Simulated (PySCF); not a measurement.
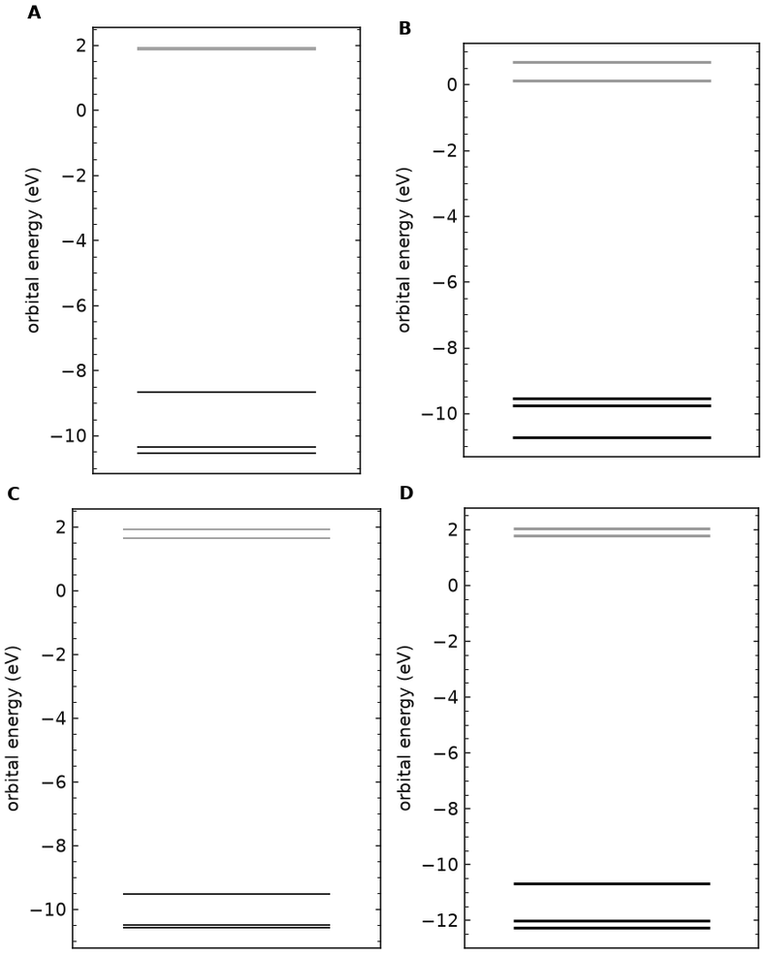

Kohn-Sham orbital energies near the frontier, ωB97X-D/def2-SVPD with PySCF, at a GFN2-xTB geometry (no frequency check), isolated molecule; empty levels in grey, levels within 0.03 eV side by side.

> Pair each panel with its molecule.
1. C₂H₄ClF₃Si, SMILES C[Si@](F)(Cl)C(F)F
2. C₂H₁₀B₂SSi, SMILES BBS[SiH2]CC
3. C₂H₁₃NSi₃, SMILES CN[SiH2]C([SiH3])[SiH3]
4. C₅H₁₀NPSi, SMILES N#C[C@@H]1CC[Si@@H](P)C1

A: 3 (HOMO −8.68 eV, LUMO 1.87 eV)
B: 2 (HOMO −9.55 eV, LUMO 0.12 eV)
C: 4 (HOMO −9.53 eV, LUMO 1.64 eV)
D: 1 (HOMO −10.69 eV, LUMO 1.78 eV)

Limits of at least one run: empty levels above zero depend strongly on the basis; one conformer of a flexible molecule; the tight-binding geometry is rougher than a DFT one and adds to the error.
